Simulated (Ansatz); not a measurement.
Run report: C₂H₄F₂Si₂, geometry relaxation

The run: geometry relaxation of C₂H₄F₂Si₂. Method and program: RKS PBE-D4/def2-SVP (Ansatz 0.2.0).

The geometry: force-field start. Figures and captions count atoms from 1; the log counts them from 0 in places.

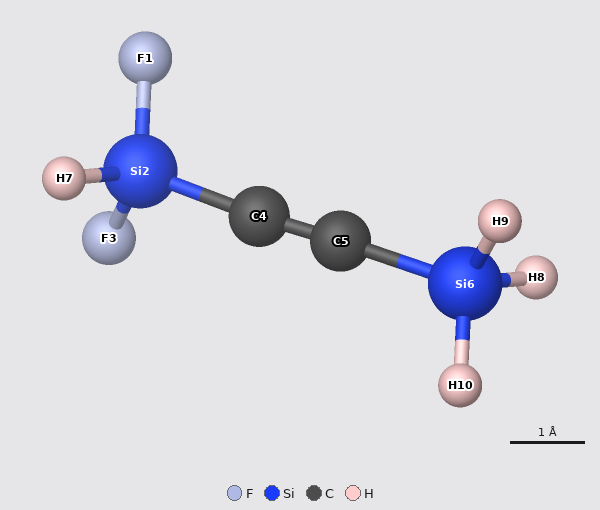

The input geometry (ball-and-stick view, seen at a tilt; atoms are numbered from 1 in the order of the input).

Results in brief

| quantity | value |
| --- | --- |
| outcome | converged |
| total energy | −23302.9702 eV |
| mean-field energy | −23302.7521 eV |
| dispersion energy | −0.2180 eV |
| SCF solution under orbital rotations | stable |
| largest force (length of the vector) at the end | 0.014 eV/Å |
| dipole moment | 2.18 D |
| hardware | 4 threads of Arm Neoverse V2, 23 GiB of memory available, shared host |
| wall time | 5 s (CPU time 18 s) |
| peak memory | 0.15 GiB |

Input file
```yaml
crystal:
  periodic: [false, false, false]
  atoms:
    - {symbol: F, position_ang: [-0.084500, -3.324200, -0.667600]}
    - {symbol: Si, position_ang: [0.795400, -2.055900, -1.125600]}
    - {symbol: F, position_ang: [0.639600, -1.847900, -2.723900]}
    - {symbol: C, position_ang: [0.281500, -0.488500, -0.268900]}
    - {symbol: C, position_ang: [-0.175900, 0.491800, 0.267000]}
    - {symbol: Si, position_ang: [-0.789400, 2.064500, 1.132100]}
    - {symbol: H, position_ang: [2.237900, -2.356500, -0.776000]}
    - {symbol: H, position_ang: [-2.163000, 2.337800, 0.758200]}
    - {symbol: H, position_ang: [-0.700100, 1.912000, 2.650100]}
    - {symbol: H, position_ang: [0.041500, 3.215800, 0.757500]}
basis:
  gaussian: {orbitals: def2-SVP}
hamiltonian: {xc: pbe, dispersion: d4}
relax: {f_tol: 0.03, max_steps: 200}
```

Launched with:
```bash
ansatz run in.yaml --threads 4 --pin off --events-out ev --progress --plain --max-ram 10444MiB
```

Output
```
Functional definition: PBE
  name "PBE"
  cite "Perdew, Burke & Ernzerhof, Phys. Rev. Lett. 77, 3865 (1996) doi:10.1103/PhysRevLett.77.3865"
  parent pbe
  parameter kappa = 0.804
  parameter beta = 0.06672455060314922
  exchange = pbe_x(kappa = kappa, mu = beta*pi^2/3)
  correlation = pbe_c(beta = beta)
1236 factors; their error is unknown
mean field evaluation 1: about -23294.9640 eV, gradient 5.8e1 eV
mean field evaluation 2: about -23281.3642 eV, gradient 9.9e1 eV
mean field evaluation 4: about -23302.0186 eV, gradient 1.6e1 eV
mean field evaluation 8: about -23302.6666 eV, gradient 1.1e-1 eV
mean field evaluation 16: about -23302.5780 eV, gradient 7.0e-5 eV
mean field -23302.57804622 eV, -856.3539481441 hartree, gradient 7.0e-5 eV, S^2 0.000000; 0 other end points of the search recorded, 0 dependent functions left out
the calculation of the forces begins
reference -23302.57808680 eV, -856.3539496354 hartree; 31, 31 occupied and 81, 81 virtual orbitals, 1236 factors
relax step   1: F+E_penalty+E_count = -23302.79484127 eV  Δ(F+E_penalty+E_count) = +0.000e0 eV  max|allowed force component| = 3.274e0 eV/Å  Δτ_max = 0.0000 Å  (26 SCF iters, accepted)
these checks for a lower state are left out or cut short: starts, cluster_reference, orbital_swaps, neighbouring_geometries, increment
1236 factors; their error is unknown
mean field -23302.73060544 eV, -856.3595545918 hartree, gradient 1.3e-5 eV, S^2 0.000000; 0 other end points of the search recorded, 0 dependent functions left out
the calculation of the forces begins
reference -23302.73064587 eV, -856.3595560778 hartree; 31, 31 occupied and 81, 81 virtual orbitals, 1236 factors
relax step   2: F+E_penalty+E_count = -23302.94807882 eV  Δ(F+E_penalty+E_count) = -1.532e-1 eV  max|allowed force component| = 5.657e-1 eV/Å  Δτ_max = 0.0724 Å  (29 SCF iters, accepted)
these checks for a lower state are left out or cut short: starts, cluster_reference, orbital_swaps, neighbouring_geometries, increment
1236 factors; their error is unknown
mean field -23302.74627531 eV, -856.3601304490 hartree, gradient 9.1e-6 eV, S^2 0.000000; 0 other end points of the search recorded, 0 dependent functions left out
the calculation of the forces begins
reference -23302.74631568 eV, -856.3601319325 hartree; 31, 31 occupied and 81, 81 virtual orbitals, 1236 factors
relax step   3: F+E_penalty+E_count = -23302.96436489 eV  Δ(F+E_penalty+E_count) = -1.629e-2 eV  max|allowed force component| = 1.717e-1 eV/Å  Δτ_max = 0.0200 Å  (29 SCF iters, accepted)
these checks for a lower state are left out or cut short: starts, cluster_reference, orbital_swaps, neighbouring_geometries, increment
1236 factors; their error is unknown
mean field evaluation 32: about -23302.8324 eV, gradient 1.8e0 eV
mean field -23302.74835981 eV, -856.3602070530 hartree, gradient 9.6e-6 eV, S^2 0.000000; 0 other end points of the search recorded, 0 dependent functions left out
the calculation of the forces begins
reference -23302.74840016 eV, -856.3602085356 hartree; 31, 31 occupied and 81, 81 virtual orbitals, 1236 factors
relax step   4: F+E_penalty+E_count = -23302.96653740 eV  Δ(F+E_penalty+E_count) = -2.173e-3 eV  max|allowed force component| = 1.322e-1 eV/Å  Δτ_max = 0.0093 Å  (30 SCF iters, accepted)
these checks for a lower state are left out or cut short: starts, cluster_reference, orbital_swaps, neighbouring_geometries, increment
1236 factors; their error is unknown
mean field -23302.75209420 eV, -856.3603442891 hartree, gradient 1.4e-5 eV, S^2 0.000000; 0 other end points of the search recorded, 0 dependent functions left out
the calculation of the forces begins
reference -23302.75213450 eV, -856.3603457703 hartree; 31, 31 occupied and 81, 81 virtual orbitals, 1236 factors
relax step   5: F+E_penalty+E_count = -23302.97012724 eV  Δ(F+E_penalty+E_count) = -3.590e-3 eV  max|allowed force component| = 1.303e-2 eV/Å  Δτ_max = 0.0380 Å  (28 SCF iters, accepted)
```

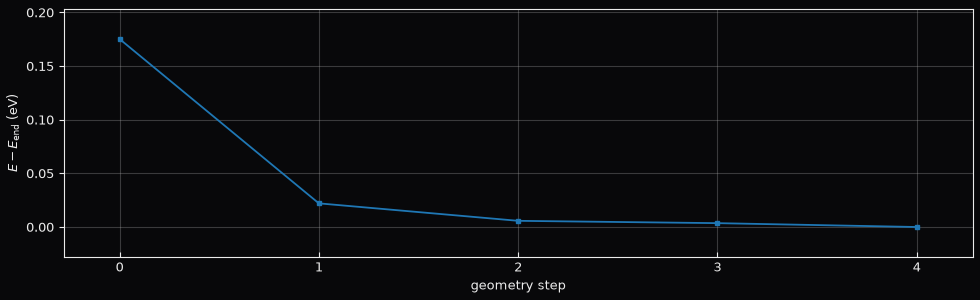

Progress of the relaxation, step by step (the first geometry is step 0 here and step 1 in the log).

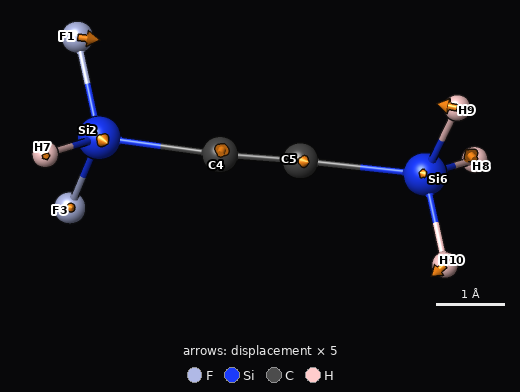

The starting structure with the displacements as orange arrows, magnified 5 times (ball-and-stick view, seen at a tilt). The two geometries are laid on each other by the best rigid fit. Over 4 geometry steps the energy falls by 0.175 eV. Largest force component: 3.3 eV/Å at the start, 0.013 eV/Å at the end. The largest move after the best rigid fit is that of F1, 0.072 Å. By element the largest moves are F 0.072 Å, H 0.067 Å, C 0.059 Å, Si 0.053 Å. Among the contacts that change: C5–Si6 1.897 → 1.845 Å, Si6–H8 1.450 → 1.500 Å, Si2–C4 1.859 → 1.822 Å, Si6–H10 1.468 → 1.501 Å. Among the angles that change: Si2–C4–C5 173.8° → 179.3°, C4–Si2–H7 108.9° → 113.4°, F1–Si2–C4 112.5° → 108.8°. (Atoms are counted from 1 in the order of the input.)

```
1236 factors; their error is unknown
mean field -23302.75209420 eV, -856.3603442891 hartree, gradient 1.4e-5 eV, S^2 0.000000; 1 other end points of the search recorded, 0 dependent functions left out
the calculation of the forces begins
reference -23302.75213450 eV, -856.3603457703 hartree; 31, 31 occupied and 81, 81 virtual orbitals, 1236 factors
Total energy: -23302.97016754 eV, -856.3683583368 hartree
Atom 0 at    -0.119782    -3.265161    -0.646904 Å, force     0.006624    -0.002324    -0.004791 eV/Å
Atom 1 at     0.819218    -2.017313    -1.097811 Å, force    -0.010923    -0.000992    -0.003483 eV/Å
Atom 2 at     0.651081    -1.840638    -2.704932 Å, force     0.006524    -0.006357     0.005474 eV/Å
Atom 3 at     0.224705    -0.505529    -0.272890 Å, force    -0.005989    -0.004440    -0.004198 eV/Å
Atom 4 at    -0.165764     0.520081     0.296091 Å, force    -0.002323     0.009826     0.006389 eV/Å
Atom 5 at    -0.771273     2.046439     1.137239 Å, force     0.013028     0.003890     0.003941 eV/Å
Atom 6 at     2.237651    -2.340119    -0.788572 Å, force     0.001731     0.002968    -0.000759 eV/Å
Atom 7 at    -2.196265     2.290787     0.735800 Å, force    -0.005244     0.002579    -0.000367 eV/Å
Atom 8 at    -0.682197     1.853248     2.623323 Å, force    -0.000672    -0.000650    -0.002197 eV/Å
Atom 9 at     0.085627     3.207106     0.721555 Å, force    -0.002755    -0.004499    -0.000010 eV/Å
Dipole moment:     0.100144     0.345093     0.277819 e Å
```

Trajectory as extended XYZ (Å, eV, eV/Å), 5 frames, from step=1 to step=5
```
10
Properties=species:S:1:pos:R:3:forces:R:3 step=1 energy=-23302.79484
F    -0.0845   -3.3242   -0.6676   -0.4297  -0.2204   0.0667
Si    0.7954   -2.0559   -1.1256    1.0781   0.9474   0.6475
F     0.6396   -1.8479   -2.7239   -0.1154  -0.0524  -0.1234
C     0.2815   -0.4885   -0.2689    0.8148  -3.1431  -1.7181
C    -0.1759    0.4918    0.2670   -1.2275   3.2742   1.8267
Si   -0.7894    2.0645    1.1321    0.8151  -1.1857   0.5165
H     2.2379   -2.3565   -0.7760   -0.4015   0.0187  -0.2265
H    -2.1630    2.3378    0.7582   -0.9342   0.0771  -0.2905
H    -0.7001    1.9120    2.6501   -0.0170  -0.1045  -0.4420
H     0.0415    3.2158    0.7575    0.4174   0.3886  -0.2569
10
Properties=species:S:1:pos:R:3:forces:R:3 step=2 energy=-23302.94808
F    -0.1165   -3.2644   -0.6424   -0.1824  -0.1727   0.0492
Si    0.8245   -2.0319   -1.1007    0.3078   0.5457   0.2730
F     0.6343   -1.8188   -2.6967   -0.0078  -0.0595  -0.1313
C     0.2769   -0.4888   -0.2627   -0.0955  -0.3923  -0.1596
C    -0.1855    0.5167    0.2880    0.0273   0.3642   0.1955
Si   -0.7886    2.0638    1.1367    0.3040  -0.5657   0.0487
H     2.2478   -2.3809   -0.8023   -0.1364   0.0236  -0.0651
H    -2.1992    2.3038    0.7416   -0.2653   0.0757  -0.0650
H    -0.6916    1.8481    2.6268   -0.0145   0.0564  -0.1236
H     0.0810    3.2012    0.7145    0.0627   0.1248  -0.0218
10
Properties=species:S:1:pos:R:3:forces:R:3 step=3 energy=-23302.96436
F    -0.1245   -3.2486   -0.6351   -0.0770  -0.0814   0.0177
Si    0.8273   -2.0186   -1.0952    0.0968   0.1404   0.0345
F     0.6424   -1.8237   -2.6966   -0.0049  -0.0274  -0.0595
C     0.2697   -0.4938   -0.2645   -0.1717   0.0123   0.0285
C    -0.1824    0.5152    0.2912    0.1475  -0.0112   0.0002
Si   -0.7812    2.0453    1.1349   -0.0074  -0.0424  -0.0409
H     2.2414   -2.3737   -0.8064    0.0184   0.0058   0.0012
H    -2.2068    2.3002    0.7398    0.0076   0.0019   0.0011
H    -0.6875    1.8488    2.6192   -0.0020   0.0000   0.0168
H     0.0847    3.1978    0.7157   -0.0072   0.0021   0.0003
10
Properties=species:S:1:pos:R:3:forces:R:3 step=4 energy=-23302.96654
F    -0.1270   -3.2483   -0.6355   -0.0131  -0.0131  -0.0046
Si    0.8262   -2.0153   -1.0953    0.0379   0.0109  -0.0089
F     0.6465   -1.8308   -2.7001   -0.0033  -0.0119  -0.0047
C     0.2606   -0.4954   -0.2655   -0.1322   0.0131   0.0092
C    -0.1799    0.5163    0.2931    0.1280  -0.0314  -0.0113
Si   -0.7780    2.0429    1.1354   -0.0465   0.0404  -0.0122
H     2.2412   -2.3657   -0.8040    0.0121   0.0084   0.0083
H    -2.2043    2.2987    0.7393    0.0217  -0.0064   0.0057
H    -0.6866    1.8478    2.6203    0.0023   0.0002   0.0112
H     0.0844    3.1986    0.7151   -0.0069  -0.0102   0.0073
10
Properties=species:S:1:pos:R:3:forces:R:3 step=5 energy=-23302.97013
F    -0.1198   -3.2652   -0.6469    0.0066  -0.0023  -0.0048
Si    0.8192   -2.0173   -1.0978   -0.0109  -0.0010  -0.0035
F     0.6511   -1.8406   -2.7049    0.0065  -0.0064   0.0055
C     0.2247   -0.5055   -0.2729   -0.0060  -0.0044  -0.0042
C    -0.1658    0.5201    0.2961   -0.0023   0.0098   0.0064
Si   -0.7713    2.0464    1.1372    0.0130   0.0039   0.0039
H     2.2377   -2.3401   -0.7886    0.0017   0.0030  -0.0008
H    -2.1963    2.2908    0.7358   -0.0052   0.0026  -0.0004
H    -0.6822    1.8532    2.6233   -0.0007  -0.0006  -0.0022
H     0.0856    3.2071    0.7216   -0.0028  -0.0045   0.0000
```

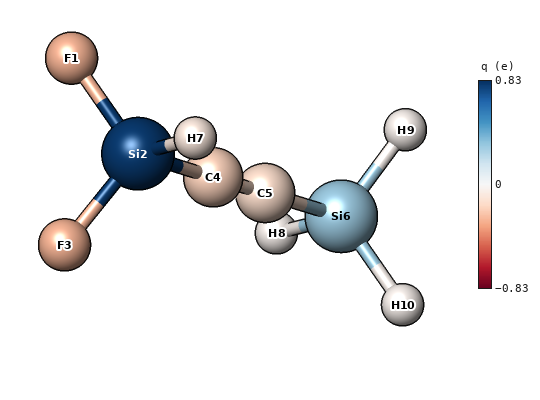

Mulliken charges, as the colour of each atom (ball-and-stick view, seen at a tilt; atoms are numbered from 1 in the order of the input). By element: F −0.28, Si +0.30 to +0.79, C −0.19 to −0.14 and H −0.09 to −0.03 e.
